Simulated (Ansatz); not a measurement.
# SiNH₃ (singlet): correlated methods under varied settings at distance Si1–H3 = 2.123 Å

Aim: run SiNH₃ (singlet) at one geometry under a spread of methods and options, and see what each costs and gives.

Method: the settings change from run to run; program: Ansatz 0.2.0, Gaussian basis.

27 further runs of the same task are left out: 2 for a known fault of the program, 17 that didn't finish, 8 set aside as unsound or not needed.

### Step 1. The system

The geometry derives from a PBE0/def2-TZVP stationary point (not a proven minimum). One bond is set to the value named and the two fragments are kept rigid.

5 atoms, charge 0, spin multiplicity 1.

Atoms are counted from 1 here; the program's logs count them from 0.

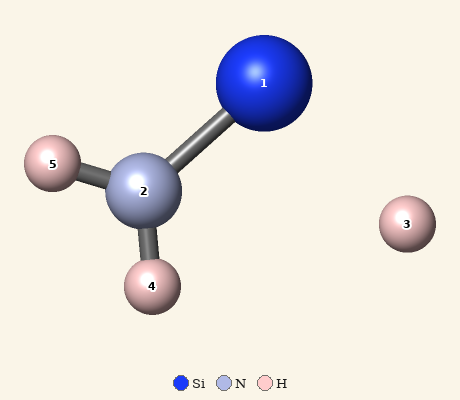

The structure; silicon blue, nitrogen light blue, hydrogen pink; atoms are numbered from 1 in the order of the file.

### Step 2. HF/cc-pVDZ

File in.yaml:

```yaml
crystal:
  periodic: [false, false, false]
  atoms:
    - {symbol: Si, position_ang: [0.000000, -0.094178, 0.622625]}
    - {symbol: N, position_ang: [0.000000, 0.036352, -1.079405]}
    - {symbol: H, position_ang: [0.000000, 2.005605, 0.935740]}
    - {symbol: H, position_ang: [0.000000, 0.892144, -1.612036]}
    - {symbol: H, position_ang: [0.000000, -0.778719, -1.672897]}
basis:
  gaussian: {orbitals: cc-pVDZ, fitting: {mean_field: def2-universal-jkfit}}
magnetization: {spin_polarized: true, initial_magnetization: 0}
hamiltonian: {xc: hf}
scf: {lower_state_search: full}
output: {orbitals: {seedname: orbitals}}
```

Command:

```
> ansatz run in.yaml --threads 1 --pin off --events-out ev --progress --plain --max-ram 2393MiB
```

The program printed:

```text
Functional definition: HF
  name "HF"
  cite "Fock, Z. Phys. 61, 126 (1930) doi:10.1007/BF01340294"
  parent pbe
  exchange = exact_x
  correlation = 0
259 factors; integrals over basis functions are off by at most 5.4e-1 eV
mean field evaluation 1: about -9387.7524 eV, gradient 1.9e1 eV
mean field evaluation 2: about -9389.0184 eV, gradient 1.1e1 eV
mean field evaluation 4: about -9389.6009 eV, gradient 2.4e-1 eV
mean field evaluation 8: about -9389.6019 eV, gradient 1.6e-5 eV
mean field evaluation 16: about -9389.5560 eV, gradient 5.0e-1 eV
mean field evaluation 32: about -9377.9310 eV, gradient 8.4e0 eV
mean field evaluation 64: about -9389.6019 eV, gradient 6.6e-5 eV
mean field -9389.60194598 eV, -345.0615070139 hartree, gradient 5.1e-6 eV, S^2 0.000000; 1 other end points of the search recorded, 0 dependent functions left out
reference -9389.60194598 eV, -345.0615070139 hartree; 12, 12 occupied and 35, 35 virtual orbitals, 259 factors
Total energy: -9389.60194598 eV, -345.0615070139 hartree
```

Run time: 0.45 s. Hardware: 1 thread of Arm Neoverse V1, shared host.

From the report: ⟨S²⟩ of the determinant 0.000 (pure singlet: 0.00).

### Step 3. CASSCF(2,10)/cc-pVDZ

Edit in.yaml of step 2 so:

```diff
@@ -9,6 +9,4 @@
 basis:
-  gaussian: {orbitals: cc-pVDZ, fitting: {mean_field: def2-universal-jkfit}}
-magnetization: {spin_polarized: true, initial_magnetization: 0}
-hamiltonian: {xc: hf}
-scf: {lower_state_search: full}
-output: {orbitals: {seedname: orbitals}}
+  gaussian: {orbitals: cc-pVDZ}
+correlation: {active_space: {window: {electrons: 2, orbitals: 10}}}
+scf: {lower_state_search: off}
```

Same command.

The program printed:

```text
Functional definition: HF
  name "HF"
  cite "Fock, Z. Phys. 61, 126 (1930) doi:10.1007/BF01340294"
  parent pbe
  exchange = exact_x
  correlation = 0
these checks for a lower state are left out or cut short: stability, starts, cluster_reference, orbital_swaps, neighbouring_geometries, increment
450 factors; integrals over basis functions are off by at most 1.5e-3 eV
mean field evaluation 1: about -9387.7498 eV, gradient 2.8e1 eV
mean field evaluation 2: about -9387.7516 eV, gradient 2.8e1 eV
mean field evaluation 4: about -9389.5774 eV, gradient 2.2e0 eV
mean field evaluation 8: about -9389.6016 eV, gradient 8.4e-5 eV
mean field -9389.60160116 eV, -345.0614943421 hartree, gradient 1.3e-6 eV, S^2 0.000000; 0 other end points of the search recorded, 0 dependent functions left out
reference -9389.60160116 eV, -345.0614943421 hartree; 12, 12 occupied and 35, 35 virtual orbitals, 450 factors
state -9390.52991175 eV, -345.0956091271 hartree
Total energy: -9390.52991175 eV, -345.0956091271 hartree
Checks for a lower state left out: stability, starts, cluster_reference, orbital_swaps, neighbouring_geometries, increment
```

It took 3 s on 1 thread of Arm Neoverse V1, shared host.

From the report: 100 determinants; active occupations 1.93, 0.07, 0.00, 0.00, 0.00, 0.00, 0.00, 0.00, 0.00, 0.00.

### Step 4. BCCD(T) on RHF/cc-pVDZ

Edit in.yaml of step 3 so:

```diff
@@ -10,3 +10,4 @@
   gaussian: {orbitals: cc-pVDZ}
-correlation: {active_space: {window: {electrons: 2, orbitals: 10}}}
-scf: {lower_state_search: off}
+magnetization: {spin_polarized: false}
+correlation: {method: bccd_t, electrons: outside_noble_gas}
+accuracy: high
```

Same command.

The program printed, cut to the lines that bear on the results:

```text
Functional definition: HF
  name "HF"
  cite "Fock, Z. Phys. 61, 126 (1930) doi:10.1007/BF01340294"
  parent pbe
[...]
1035 factors; integrals over basis functions are off by at most 3.7e-9 eV
[...]
mean field -9389.60166905 eV, -345.0614968369 hartree, gradient 5.4e-8 eV, S^2 0.000000; 0 other end points of the search recorded, 0 dependent functions left out
6 core orbitals not correlated: weight in the atoms' cores, before any rotation towards them, 1.000 or more for the frozen orbitals, at most 0.000 for the correlated occupied ones
reference -9389.60166905 eV, -345.0614968369 hartree; 6, 6 occupied and 35, 35 virtual orbitals, 1035 factors
second order -7.15407055 eV of doubles, -0.00000000 eV of singles
cycle   1  -7.67136969 eV  change   -5.2e-1 eV  update   9.0e-2
[...]
cycle  24  -8.04327992 eV  change   7.4e-10 eV  update  4.9e-10
perturbative correction -0.26650884 eV, -0.0097940191 hartree
Total energy: -9397.91145781 eV, -345.3668759413 hartree
```

Run time: 1.8 s. Hardware: 1 thread of Arm Neoverse V1, shared host.

From the report: correlation -8.3098 eV; largest double amplitude 0.13.

### Step 5. CASSCF(2,8)/cc-pVDZ

Edit in.yaml of step 4 so:

```diff
@@ -10,4 +10,2 @@
   gaussian: {orbitals: cc-pVDZ}
-magnetization: {spin_polarized: false}
-correlation: {method: bccd_t, electrons: outside_noble_gas}
-accuracy: high
+correlation: {active_space: {window: {electrons: 2, orbitals: 8}, states: [{multiplicity: 1, weights: [1, 0.5, 1]}, {multiplicity: 3, weights: [1]}], root: 2}}
```

Same command.

The program printed:

```text
Functional definition: HF
  name "HF"
  cite "Fock, Z. Phys. 61, 126 (1930) doi:10.1007/BF01340294"
  parent pbe
  exchange = exact_x
  correlation = 0
905 factors; integrals over basis functions are off by at most 2.4e-7 eV
mean field evaluation 1: about -9387.7497 eV, gradient 2.8e1 eV
mean field evaluation 2: about -9387.7516 eV, gradient 2.8e1 eV
mean field evaluation 4: about -9389.5776 eV, gradient 2.2e0 eV
mean field evaluation 8: about -9389.6017 eV, gradient 8.4e-5 eV
mean field -9389.60166899 eV, -345.0614968348 hartree, gradient 1.3e-6 eV, S^2 0.000000; 0 other end points of the search recorded, 0 dependent functions left out
reference -9389.60166899 eV, -345.0614968348 hartree; 12, 12 occupied and 35, 35 virtual orbitals, 905 factors
state -9390.37716351 eV, -345.0899957326 hartree
state -9386.93571838 eV, -344.9635249570 hartree
state -9383.99941710 eV, -344.8556178752 hartree
state -9387.28978934 eV, -344.9765368246 hartree
Total energy: -9383.99941710 eV, -344.8556178752 hartree
```

It took 12 s on 1 thread of Arm Neoverse V1, shared host.

From the report: 64 determinants; active occupations (of the averaged states) 1.25, 0.43, 0.29, 0.04, 0.00, 0.00, 0.00, 0.00.

### Step 6. All runs side by side

Where basis and cores are those of an earlier RCCSDT(Q)/cc-pVDZ run (-9397.9583 eV), and the state is the same kind, the miss against it is given.

```tsv
level	correlated	functions	energy (eV)	from RCCSDT(Q) (meV)	time
HF/cc-pVDZ		47	-9389.6019	8356.3	0.45 s
CASSCF(2,10)/cc-pVDZ		47	-9390.5299	7428.3	3 s
BCCD(T) on RHF/cc-pVDZ	outside noble gas	47	-9397.9115	46.8	1.8 s
CASSCF(2,8)/cc-pVDZ (excited root 2 of an average)		47	-9383.9994		12 s
```

### Step 7. Outcome

| quantity | value |
| --- | --- |
| runs | 4 |
| quickest | HF/cc-pVDZ, 0.45 s |
| slowest | CASSCF(2,8)/cc-pVDZ (excited root 2 of an average), 12 s |

Total energies in different bases, with other cores or another treatment of relativity can't be set against each other. CASSCF(2,8)/cc-pVDZ (excited root 2 of an average) took 26 times as long as HF/cc-pVDZ; the jobs differ in more than the method. Hartree-Fock, CASSCF and CASCI lack dynamic correlation by design.
